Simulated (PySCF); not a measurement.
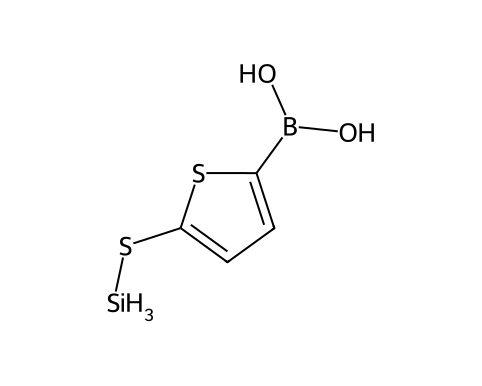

Skeletal drawing of a molecule.

Question: Transcribe the drawing into SMILES.

Answer: OB(O)c1ccc(S[SiH3])s1

Question: What is the molecular formula?

Answer: C4H7BO2S2Si.

Question: An optimisation with PBE0-D3(BJ)/def2-SVP gave a structure of which point group?

Answer: C1. Other conformers may differ.

The parts below concern this one geometry. Atoms keep their numbers from picture to picture. Computed geometry: PBE0-D3(BJ)/def2-SVP optimisation. No frequency run is at hand to confirm it as a minimum.

### Shape

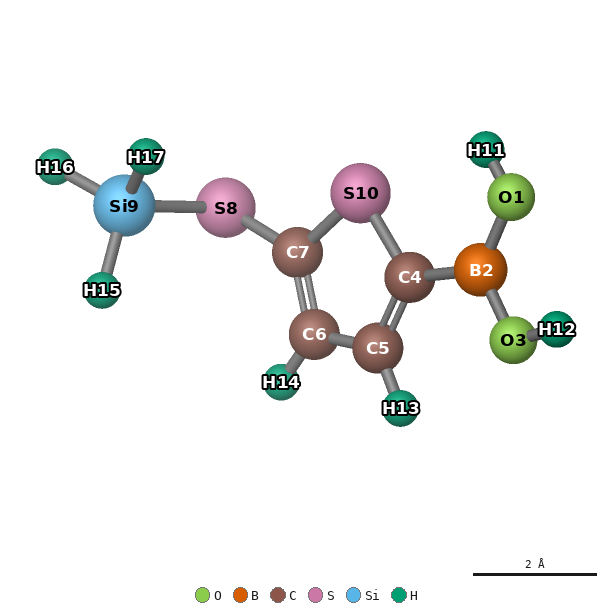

Atoms carry their numbers in the input. No frequency run is at hand to confirm it as a minimum.

Give these bond angles: B2–O1–H11, B2–C4–C5, C4–C5–C6, C4–S10–C7, C5–C6–C7, C6–C5–H13, C6–C7–S8, C6–C7–S10, C7–C6–H14, S8–C7–S10, S8–Si9–H16, S8–Si9–H17.

```json
{"angle": "B2–O1–H11", "degrees": "114.6"}
{"angle": "B2–C4–C5", "degrees": "127.5"}
{"angle": "C4–C5–C6", "degrees": "113.9"}
{"angle": "C4–S10–C7", "degrees": "92.9"}
{"angle": "C5–C6–C7", "degrees": "112.5"}
{"angle": "C6–C5–H13", "degrees": "124.3"}
{"angle": "C6–C7–S8", "degrees": "127.9"}
{"angle": "C6–C7–S10", "degrees": "110.8"}
{"angle": "C7–C6–H14", "degrees": "122.4"}
{"angle": "S8–C7–S10", "degrees": "121.3"}
{"angle": "S8–Si9–H16", "degrees": "105.8"}
{"angle": "S8–Si9–H17", "degrees": "110.2"}
```

### Excitation

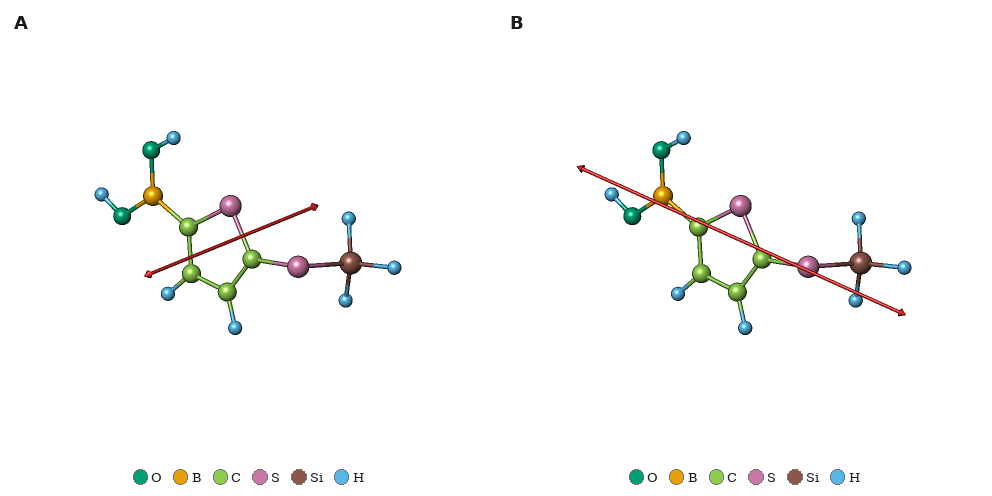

The double arrows show the directions of two transition dipoles from the ground state (lengths mean nothing). No frequency run is at hand to confirm it as a minimum. Properties computed with TDDFT ωB97X-D/def2-SVPD, vertical, gas phase, core orbitals frozen in the response (PySCF 2.14.0).

Question: One belongs to singlet state 1 and one to singlet state 7. Which is which?

Answer: A: state 7, 6.38 eV (194 nm), oscillator strength 0.020, of mixed character, with the largest part HOMO → LUMO+2 (weight 0.49).
B: state 1, 5.03 eV (247 nm), oscillator strength 0.33, mainly HOMO → LUMO (weight 0.96).

### NMR shielding

The questions are on isotropic NMR shieldings of the C atoms. No frequency run is at hand to confirm it as a minimum. Properties computed with GIAO ωB97X-D/pcSseg-1 NMR shielding, non-relativistic, gas phase (PySCF 2.14.0).

Question: Which C atom is the most shielded (lowest chemical shift)?

Answer: C6 (40.0 ppm).

Question: Which C atom is the least shielded (highest chemical shift)?

Answer: C7 (35.1 ppm).

Question: How wide is the range of C shifts?

Answer: 4.9 ppm.

List the isotropic NMR shieldings of the C atoms.

```json
{"atom": "C4", "σ (ppm)": "36.8"}
{"atom": "C5", "σ (ppm)": "39.1"}
{"atom": "C6", "σ (ppm)": "40.0"}
{"atom": "C7", "σ (ppm)": "35.1"}
```

### Quadrupole coupling

No frequency run is at hand to confirm it as a minimum. Electric field gradients from the ground-state density, PBE0/pcSseg-1 (PySCF 2.14.0), non-relativistic apart from any core potentials.

Give the largest field-gradient component, the quadrupole coupling constant and the asymmetry for 17O at O1 (Q = −25.6 mb), 11B at B2 (Q = 40.59 mb), 17O at O3 (Q = −25.6 mb), 33S at S8 (Q = −67.81 mb), 33S at S10 (Q = −67.81 mb), 2H at H11 (Q = 2.86 mb), 2H at H12 (Q = 2.86 mb).

```json
{"atom": "O1", "V_zz (a.u.)": "1.403", "e²qQ/h (MHz)": "−8.44", "η": "0.28"}
{"atom": "B2", "V_zz (a.u.)": "0.326", "e²qQ/h (MHz)": "3.11", "η": "0.25"}
{"atom": "O3", "V_zz (a.u.)": "1.389", "e²qQ/h (MHz)": "−8.36", "η": "0.24"}
{"atom": "S8", "V_zz (a.u.)": "−2.478", "e²qQ/h (MHz)": "39.5", "η": "0.80"}
{"atom": "S10", "V_zz (a.u.)": "1.811", "e²qQ/h (MHz)": "−28.9", "η": "0.52"}
{"atom": "H11", "V_zz (a.u.)": "0.473", "e²qQ/h (MHz)": "0.318", "η": "0.07"}
{"atom": "H12", "V_zz (a.u.)": "0.466", "e²qQ/h (MHz)": "0.313", "η": "0.06"}
```
